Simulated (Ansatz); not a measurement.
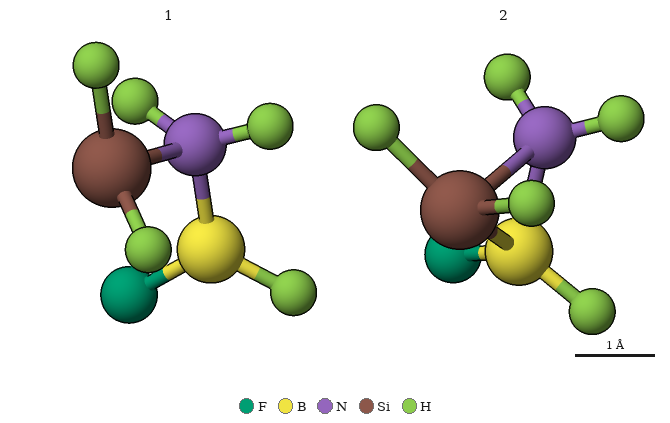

Two geometries of BSiNH5F, drawn at one scale. One is the start of a relaxation, the other its converged end. The picture is a ball-and-stick view, seen from a free direction.

The calculation used RKS PBE-D4/6-31G* in Ansatz. (no spin polarisation; force threshold 0.02 eV/Å; at most 50 steps)

Which of the two is the end point?

Structure 2 is the relaxed one. The run prepares an end point of a later path (hydrogen shift) calculation, from a guessed geometry. The largest move after the best rigid fit is that of an H atom, 1.19 Å. By element the largest moves are H 1.19 Å, Si 0.56 Å, F 0.54 Å, B 0.40 Å, N 0.21 Å. Near-neighbour distances that change, for instance: H–Si 1.986 → 2.568 Å, B–Si 2.624 → 2.093 Å, N–Si 1.731 → 1.964 Å, H–Si 1.445 → 1.509 Å. Among the angles between lasting bonds that change: B–N–Si 107.2° → 71.6°, Si–N–H 87.9° → 114.8°, H–N–H 135.1° → 110.9°. Groups turn about N–Si by about 60°. The energy falls by 286.9 kJ/mol in 18 geometry steps. Largest force component: 5.2 eV/Å at the start, 0.011 eV/Å at the end. The run took roughly 40 core-seconds on a shared host.
